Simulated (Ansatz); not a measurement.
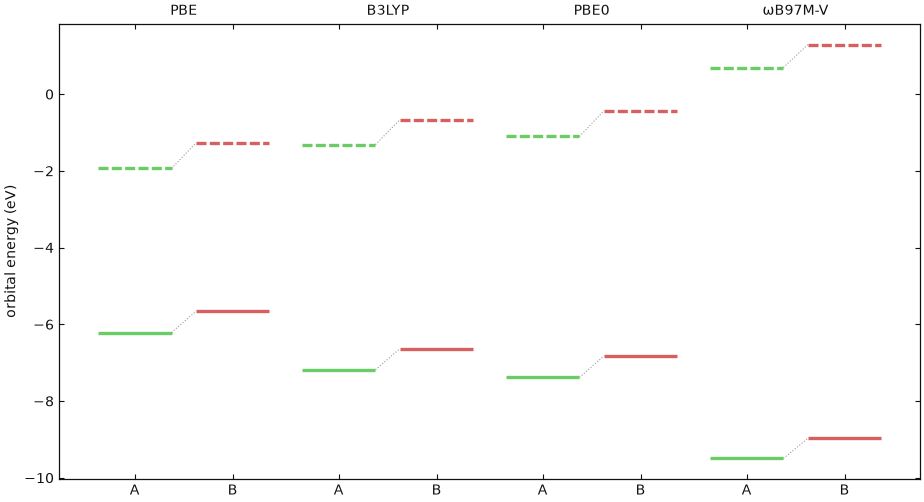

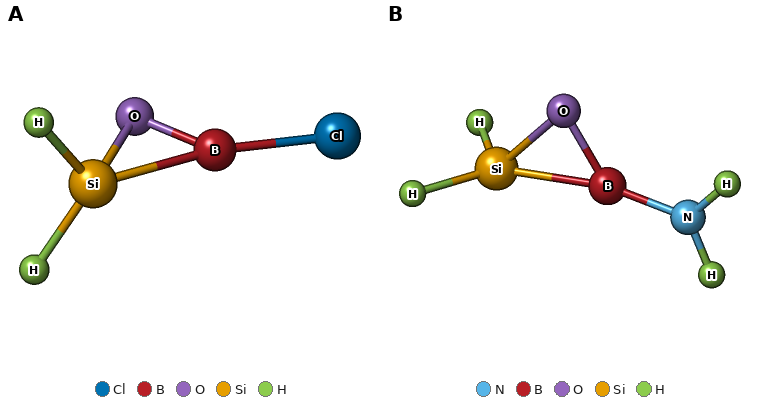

One change: A, BSiH₂OCl (SMILES ClB1O[SiH2]1), becomes B, BSiNH₄O (SMILES NB1O[SiH2]1). Cl on B is replaced by NH₂. HOMO (solid) and LUMO (dashed) computed in def2-TZVPP at PBE0-D4/def2-TZVP geometries, both minima by their frequencies, gas phase, the Ansatz code 0.2.0. Empty levels above zero depend strongly on the basis.

> What does the change do to HOMO and LUMO?

PBE: the HOMO rises by 0.55 eV, the LUMO rises by 0.67 eV, and the separation goes from 4.28 to 4.39 eV. B3LYP: the HOMO rises by 0.55 eV, the LUMO rises by 0.65 eV, and the separation goes from 5.87 to 5.97 eV. PBE0: the HOMO rises by 0.56 eV, the LUMO rises by 0.67 eV, and the separation goes from 6.28 to 6.39 eV. ωB97M-V: the HOMO rises by 0.52 eV, the LUMO rises by 0.60 eV, and the separation goes from 10.19 to 10.27 eV.

> Do the functionals agree on the effect?

They agree on the direction for both levels; the HOMO shift lies between 0.52 and 0.56 eV and the LUMO shift between 0.60 and 0.67 eV, while the separations themselves differ by up to 5.9 eV between functionals.
